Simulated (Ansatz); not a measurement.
**[PH4]+ (phosphonium) at HF/3-21G**

Aim: the vertical singlet–triplet gap of [PH4]+ (phosphonium) at HF/3-21G, from 2 runs. 

The calculation is run with Ansatz 0.2.0.

### 1 The molecule

[PH4]+: 5 atoms, total charge +1, spin state singlet. As SMILES, `[PH4+]`. The shape is that of a GFN2-xTB optimisation.

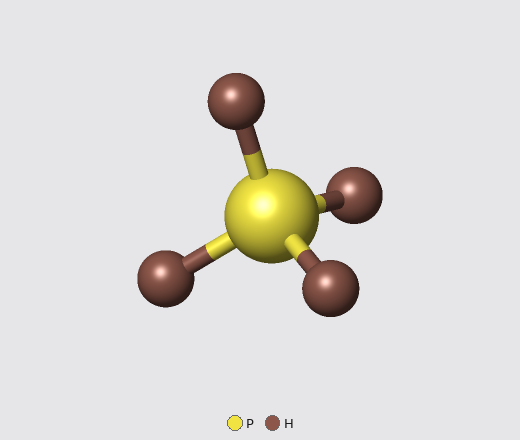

Viewed from a chosen angle; phosphorus yellow, hydrogen brown.

### 2 The energy at HF/3-21G

run.yaml

```yaml
crystal:
  periodic: [false, false, false]
  atoms:
    - {symbol: P, position_ang: [-0.000020, -0.000000, 0.000050]}
    - {symbol: H, position_ang: [1.357460, -0.061330, 0.210450]}
    - {symbol: H, position_ang: [-0.617320, -1.016050, 0.691010]}
    - {symbol: H, position_ang: [-0.261860, -0.133750, -1.343340]}
    - {symbol: H, position_ang: [-0.478250, 1.211140, 0.441830]}
basis:
  gaussian:
    orbitals: 3-21G.json
total_charge: 1
hamiltonian:
  xc: hf
accuracy: high
```

The basis set 3-21G is read from a file made from the Basis Set Exchange's data (not shown).

On the command line:

```sh
$ ansatz run run.yaml --threads 1 --pin off --max-ram 2610MiB --events-out events.jsonl --progress --plain --runs-dir runs
```

Output:

```text
Warning: RAYON_NUM_THREADS=1 ignored (pool sized by the plan → 1); use --threads N
Functional definition: HF
  name "HF"
  exchange = exact_x
  correlation = 0
423 factors; integrals over basis functions are off by at most 4.4e-9 eV
mean field evaluation 1: about -9278.6786 eV, gradient 9.7e0 eV
mean field evaluation 2: about -9278.6706 eV, gradient 9.7e0 eV
mean field evaluation 4: about -9279.0177 eV, gradient 4.6e-1 eV
mean field evaluation 8: about -9279.0188 eV, gradient 5.1e-7 eV
mean field -9279.01884870 eV, -340.9976531450 hartree, gradient 2.1e-8 eV, S^2 0.000000; 0 other end points of the search recorded, 0 dependent functions left out
reference -9279.01884870 eV, -340.9976531450 hartree; 9, 9 occupied and 12, 12 virtual orbitals, 423 factors
Total energy: -9279.01884870 eV, -340.9976531450 hartree
```

Run time: 0.12 s. Hardware: 1 thread of AMD EPYC 7R43 (Zen 3), shared host.

### 3 The triplet, same level

in.yaml

```yaml
crystal:
  periodic: [false, false, false]
  atoms:
    - {symbol: P, position_ang: [-0.000020, -0.000000, 0.000050]}
    - {symbol: H, position_ang: [1.357460, -0.061330, 0.210450]}
    - {symbol: H, position_ang: [-0.617320, -1.016050, 0.691010]}
    - {symbol: H, position_ang: [-0.261860, -0.133750, -1.343340]}
    - {symbol: H, position_ang: [-0.478250, 1.211140, 0.441830]}
basis:
  gaussian: {orbitals: 3-21G.json}
hamiltonian: {xc: hf}
accuracy: high
total_charge: 1
magnetization: {spin_polarized: true, initial_magnetization: 2}
```

The basis set 3-21G is read from a file made from the Basis Set Exchange's data (not shown).

On the command line:

```sh
$ ansatz run in.yaml --threads 1 --pin off --max-ram 2610MiB --events-out events.jsonl --progress --plain --runs-dir runs
```

Output:

```text
Warning: RAYON_NUM_THREADS=1 ignored (pool sized by the plan → 1); use --threads N
Functional definition: HF
  name "HF"
  exchange = exact_x
  correlation = 0
423 factors; integrals over basis functions are off by at most 4.4e-9 eV
mean field evaluation 1: about -9266.0844 eV, gradient 7.3e0 eV
mean field evaluation 2: about -9266.0955 eV, gradient 7.3e0 eV
mean field evaluation 4: about -9266.7590 eV, gradient 1.5e0 eV
mean field evaluation 8: about -9266.7239 eV, gradient 7.7e-1 eV
mean field evaluation 16: about -9268.4744 eV, gradient 2.8e-8 eV
mean field evaluation 32: about -9268.4748 eV, gradient 2.5e-8 eV
mean field evaluation 64: about -9268.4437 eV, gradient 6.4e-1 eV
mean field evaluation 96: about -9267.3405 eV, gradient 2.0e0 eV
mean field evaluation 128: about -9268.0652 eV, gradient 1.9e0 eV
mean field -9268.47661929 eV, -340.6102333598 hartree, gradient 2.6e-8 eV, S^2 2.005680; 6 other end points of the search recorded, 0 dependent functions left out
reference -9268.47661929 eV, -340.6102333598 hartree; 10, 8 occupied and 11, 13 virtual orbitals, 423 factors
Total energy: -9268.47661929 eV, -340.6102333598 hartree
```

It took 0.35 s on 1 thread of AMD EPYC 7R43 (Zen 3), shared host.

### 4 Results

Level: HF/3-21G.

```
                                        quantity          value
                           singlet: total energy  -340.99765 Eh
                           triplet: total energy  -340.61023 Eh
                                   triplet: ⟨S²⟩          2.006
vertical energy of the triplet above the singlet      10.542 eV
```

At this shape the triplet lies 10.54 eV (1017 kJ/mol) above the singlet.
